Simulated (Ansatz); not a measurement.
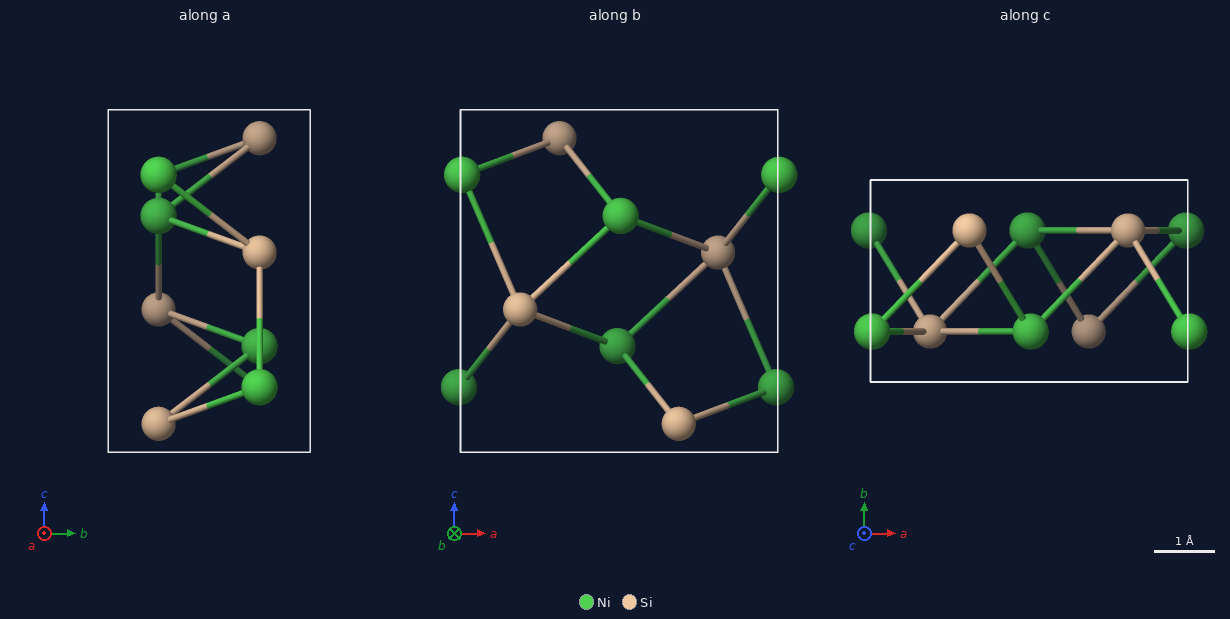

This ball-and-stick model is shown along the a axis, along the b axis and along the c axis. The wireframe shows the conventional unit cell.

Lattice parameters: a = 5.311 Å, b = 3.384 Å, c = 5.736 Å, α = 90.00°, β = 90.00°, γ = 90.00°. Put a along x and b in the xy plane.

Reconstruct the structure as a POSCAR file, with free fractional coordinates to two decimals.

Answer.
```
Ni Si
1.0
     5.311    0.000    0.000
     0.000    3.384    0.000
     0.000    0.000    5.736
Ni Si
4 4
Direct
  0.99 0.75 0.19
  0.01 0.25 0.81
  0.51 0.25 0.69
  0.49 0.75 0.31
  0.81 0.75 0.58
  0.19 0.25 0.42
  0.69 0.25 0.08
  0.31 0.75 0.92
```

Provenance: a generated cell, made by putting these elements into a known structure type (the compound may or may not exist in this form); not relaxed. A calculation with Ansatz used it as input.

At this level of theory the cell isn't at rest (stretched, at -7 GPa), so its distances can differ from those at equilibrium, the more so the softer the solid.
